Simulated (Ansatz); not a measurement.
# PC2: a trial structure relaxed, part 2 of 2

Aim: relax a trial structure of PC2 and see where it ends.

Ansatz 0.2.0; DFT PBE, scalar-relativistic, plane waves, PAW. Earlier steps stand in the parts before.

### 5 Spin check on a coarse mesh

input.yaml reads:

```yaml
crystal:
  lattice:
    - [0.0, 2.3708997168, 2.3708997168]
    - [2.3708997168, 0.0, 2.3708997168]
    - [2.3708997168, 2.3708997168, 0.0]
  atoms:
    - { symbol: P, position: [0.0, 0.0, 0.0] }
    - { symbol: C, position: [0.25, 0.25, 0.25], spin: 1.0 }
    - { symbol: C, position: [0.75, 0.75, 0.75], spin: 1.0 }
basis:
  ecutwfc: 420
kpoints:
  mp_grid: { grid: [6, 6, 6] }
hamiltonian:
  xc: pbe
scf:
  occupations: { method: gaussian, width: 0.1 }
  lower_state_search: "off"
output:
  forces: true
  stress: true
  eigenvalues: true
  populations: true
magnetization:
  spin_polarized: true
```

The run is started by

```sh
$ ansatz run input.yaml --threads 1 --pin off --max-ram 2560MiB --backend cpu --events-out ev --progress --plain --runs-dir out
```

The program printed, shortened:

```text
[...]
SCF converged after 15 iterations
Magnetization: 0.0000 μB (6.5000 up, 6.5000 down)
Absolute magnetization: 0.0000 μB (∫|ρ↑−ρ↓|, with the PAW one-centre terms)
Spin contamination: 0.0000 ħ² per cell (⟨S²⟩ above its minimum at these occupations)
Per-site moments (μB) at R_I (Å): [(1.246453835008596e-6, 0.846969496136829), (7.911321094026106e-7, 0.846969496136829), (7.911321093990951e-7, 0.846969496136829)]
Free energy (F): -1250.517004 eV
[...]
E sigma→0 (E₀):  -1250.512598 eV
Entropy (-TS):   -0.008812 eV (-2.937 meV/atom)
Fermi energy:    12.006850 eV
[...]
--- Forces (eV/Å), atoms counted from 1 ---
  atom   1  P     -0.00000000    -0.00000000    -0.00000000
  atom   2  C     -0.00000000    -0.00000000     0.00000000
  atom   3  C      0.00000000     0.00000000     0.00000000
[...]
--- Stress (GPa, compression-positive) ---
       -0.005460      -0.000000      -0.000000
       -0.000000      -0.005460       0.000000
        0.000000      -0.000000      -0.005460
  P = ⅓ Tr σ = -0.0055 GPa (-0.055 kbar)
--- Band table (eV; the first three rows and the last of 32) ---
  k-point 0 ↑: bands = ["-7.1018", "6.8502", "7.9565", "7.9565", "7.9565", "9.8646", "9.8646", "9.8646", "13.7832", "16.1430", "16.1430", "16.1430"]
[...]
--- Löwdin populations: 3 sites ---
  site symbol       q [e]    m [muB]
     0      P      3.7536     0.0000
     1      C      4.5107     0.0000
     2      C      4.5107     0.0000
  spilling = 0.017311 (of n_electrons = 13.000000)
```

Wall time 1.5 s (1 thread of Arm Neoverse V2, shared host); peak memory 0.25 GiB.

By site:

```csv
atom,Löwdin electrons
P1,3.75
C2,4.51
C3,4.51
```

The Löwdin counts miss 0.23 of the 13 electrons, which the atomic orbitals do not span, so they are no charges.

The same cell is solved with trial moments on C. The largest site moment that stays is 0.00 μB and the cell's total 0.00 μB. The workflow keeps spin only above 0.25 μB on a site, so the next run goes without spin.

### 6 Relaxation on the finer mesh

The end of the coarse run is made exact in the group found at a tolerance of 0.06 Å and reduced to its primitive cell.

input.yaml reads:

```yaml
crystal:
  lattice:
    - [0.0, 2.3708997168, 2.3708997168]
    - [2.3708997168, 0.0, 2.3708997168]
    - [2.3708997168, 2.3708997168, 0.0]
  atoms:
    - { symbol: P, position: [0.0, 0.0, 0.0] }
    - { symbol: C, position: [0.25, 0.25, 0.25] }
    - { symbol: C, position: [0.75, 0.75, 0.75] }
basis:
  ecutwfc: 420
kpoints:
  mp_grid: { grid: [16, 16, 16] }
hamiltonian:
  xc: pbe
scf:
  occupations: { method: gaussian, width: 0.1 }
output:
  forces: true
  stress: true
  eigenvalues: true
  write_density: true
  write_potential: true
  elf: true
  volumetric_format: npy
relax:
  adjacent_minimum: "off"
  f_tol: 0.01
  max_steps: 80
  cell: { stress_tol: 0.05 }
```

The run is started by

```sh
$ ansatz run input.yaml --threads 1 --pin off --max-ram 2560MiB --backend cpu --events-out ev --progress --plain --runs-dir out
```

The program printed, shortened:

```text
Warning: RAYON_NUM_THREADS=1 ignored (pool sized by the plan → 1); use --threads N
[...]
[... 4 set-up lines as earlier in the session ...]
[...]
Crystal: 3 atoms, lattice volume = 26.654 Å³
Basis set: ecut = 420 eV, 531 PW (Γ), exchange–correlation on 48×48×48 points (8 copies of the dense FFT grid, shifted against one another)
Bands: 11, of which v1, the nominal top of the filled ones, is band 7 counted from 1 (6 counted from 0)
[... 1 set-up line as earlier in the session ...]
Space group: Fm-3m (ITA 225), of the structure as read, at distance tolerance 3.0e-5 Å
k-points: 145 of 4096
[...]
SCF iter   1: F=—  HF=-1250.472046 eV  |F-HF|=—  |Δ(HF+E_count)|=         —  Δρ=7.71e-3  dr2=1.60e-2  ethr=1.77e-3  ⟨swp⟩=5.9  Hψ=11180  notcnv=0
[...]
       -0.000000       0.011690      -0.000000
       -0.000000      -0.000000       0.011690
  P = ⅓ Tr σ = 0.0117 GPa (0.117 kbar)
--- Band table (eV; the first three rows and the last of 145) ---
  k-point 0: bands = ["-7.1354", "6.7493", "7.8957", "7.8957", "7.8957", "9.7914", "9.7914", "9.7914", "13.6536", "16.0612", "16.0612"]
[...]
--- Relaxed structure (3 steps of the walk, 3 accepted, 1 SCFs on fresh bases) ---
  F+E_penalty+E_count = -1250.46907232 eV   max|allowed force component| = 4.626e-17 eV/Å   (the final SCF, on the basis selected at the relaxed cell)
  cell:  # Å, volume = 26.7476 Å³
    - [-7.101674770848228e-34, 2.373658348757733, 2.373658348757733]
    - [2.373658348757733, 2.573162876612273e-33, 2.373658348757733]
    - [2.373658348757733, 2.373658348757733, 2.6273012044617883e-33]
  atoms:
    - { symbol: P, position: [8.609748902003536e-35, 9.166808822772093e-37, -1.261493921841468e-34] }
    - { symbol: C, position: [0.24999999999999997, 0.24999999999999997, 0.24999999999999997] }
    - { symbol: C, position: [0.7499999999999999, 0.7499999999999999, 0.7499999999999999] }
```

Run time: 12 s. Hardware: 1 thread of Arm Neoverse V2, shared host; peak memory 0.33 GiB.

The steps of the relaxation:

| step | energy from step 1 (eV/cell) | largest force component (eV/Å) | pressure (GPa) | volume (Å³) |
| --- | --- | --- | --- | --- |
| 1 | 0.0000 | 0.0000 | 0.65 | 26.65 |
| 2 | 0.0000 | 0.0000 | 0.36 | 26.69 |
| 3 | 0.0000 | 0.0000 | 0.00 | 26.75 |
| 4 | -0.0002 | 0.0000 | 0.01 | 26.75 |

Step 1 is the start. Step 4 repeats the geometry before it on a plane-wave basis chosen anew for that cell, so its energy need not be comparable with the rows above.

Lengths and angles in the start's conventional setting:

|  | before | after | change |
| --- | --- | --- | --- |
| a (Å) | 4.742 | 4.747 | +0.1 % |
| b (Å) | 4.742 | 4.747 | +0.1 % |
| c (Å) | 4.742 | 4.747 | +0.1 % |
| volume (Å³/atom) | 8.88 | 8.92 | +0.3 % |
| shortest distance (Å) | 2.053 | 2.056 | +0.1 % |
| space group (0.01 Å) | Fm-3m | Fm-3m | same |

The run keeps the 48 symmetry operations of the start, so it could not have lowered the symmetry.

Axes a, b and c in the maps are those of this run's conventional cell (a, b, c = 4.747, 4.747, 4.747 Å).

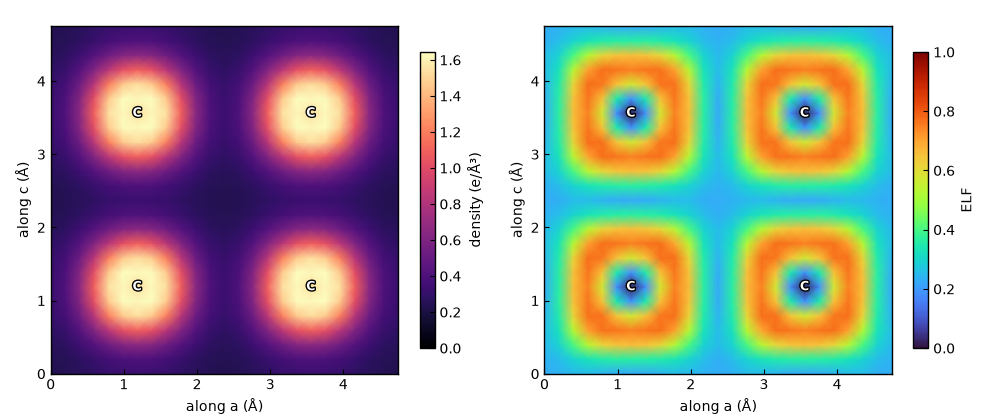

Density (left) and ELF (right) in a lattice plane of the grid's cell (edges 4.75 and 4.75 Å, at 0.250 of the third edge), which holds C. Only atoms in the plane are labelled. Both are smooth fields of the valence electrons: close to the nuclei they are not physical.

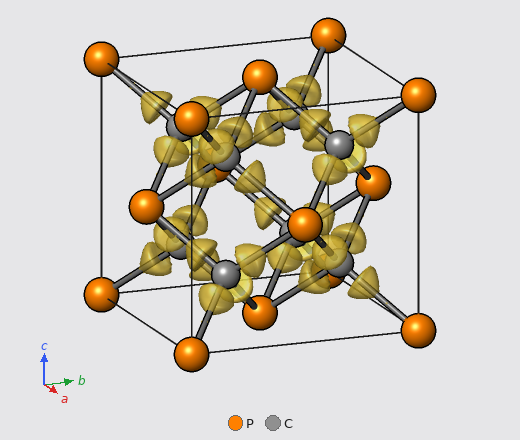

Surface of ELF = 0.79, drawn in one cell.

Maxima of ELF outside the ion cores: 0.85 on the C–P line, 0.7 Å from C.

### 7 Results

This closing draws on all 2 parts. Changes of volume or cell count from the first structure of part 1.

```
                              quantity                                                                      value
symmetry at the end (tolerance 0.05 Å)                                                space group Fm-3m (No. 225)
                     conventional cell  a = 4.747 Å, b = 4.747 Å, c = 4.747 Å, α = 90.00°, β = 90.00°, γ = 90.00°
                                volume                                                               8.92 Å³/atom
     energy over the elements, black P                                                              +2.37 eV/atom
                       gap on the mesh                                                               none (metal)
```

The space group Fm-3m (No. 225) is kept, and the volume per atom shrinks by 36.2 % from the first guess. The formation energy is positive, so the separate elements lie lower. No finished test with a distortion of lower symmetry is shown, so the end may be a saddle point. Other magnetic orders were not searched.
